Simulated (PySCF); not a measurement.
Consider C$_{5}$H$_{8}$O$_{3}$ (SMILES CC(=O)OC1COC1).

Input file:

```
{"job": {"xc": "PBE0", "basis": "pcSseg-1", "kind": "nmr", "pop": true}, "charge": 0, "multiplicity": 1}
C      2.720781     0.009744     0.481566
C      1.561928     0.129917    -0.468179
O      1.645978     0.338073    -1.647283
O      0.396540    -0.036577     0.182945
C     -0.802665     0.030395    -0.562964
C     -1.809779    -1.087710    -0.267770
O     -2.796267    -0.132856     0.125125
C     -1.878477     0.956135     0.018927
H      3.263956    -0.905682     0.255859
H      3.397704     0.846390     0.329696
H      2.368203    -0.016119     1.507214
H     -0.567706     0.187722    -1.618653
H     -1.512558    -1.731121     0.565239
H     -2.131158    -1.691722    -1.118310
H     -2.246858     1.747865    -0.635983
H     -1.617220     1.364492     0.999405
```

Run with:

```sh
OMP_NUM_THREADS=1 python ens_run.py task.json out
```

Geometry: GFN2-xTB.

These are results of PySCF 2.14.0, PBE0/pcSseg-1, SCF density, gas phase, non-relativistic, not measurements.

Question: What can the converged electron density and electron localisation function tell about the bonding?

Answer: C–O (1.20 Å): the density is about 3.4 e/Å³ at the midpoint; the ELF peaks at about 0.85 between the atoms (a multiple bond).
C–C (1.50 Å): ρ is about 1.8 e/Å³ halfway; the ELF peaks at about 0.95 between the atoms: a shared electron pair.
C–H (1.08 Å): ρ at the midpoint is about 2 e/Å³; the ELF climbs to about 1 towards the hydrogen, as it does in any bond to H; an ordinary covalent bond to hydrogen.
C–O (1.35 Å): the density is about 2.4 e/Å³ at the midpoint, with its minimum of 2.1 e/Å³ about 0.5 Å from C; the ELF peaks at about 0.90 between the atoms, as expected for a shared but strongly polarised pair.

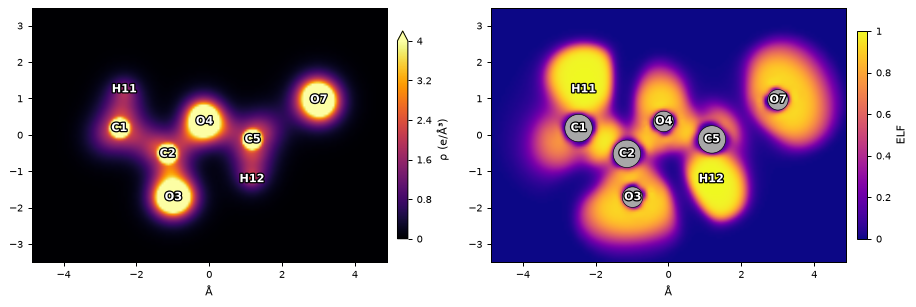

Computed electron density and electron localisation function on the plane of atoms C1, C2 and O3, in this order. Grey discs cover the atomic cores in the ELF map. 
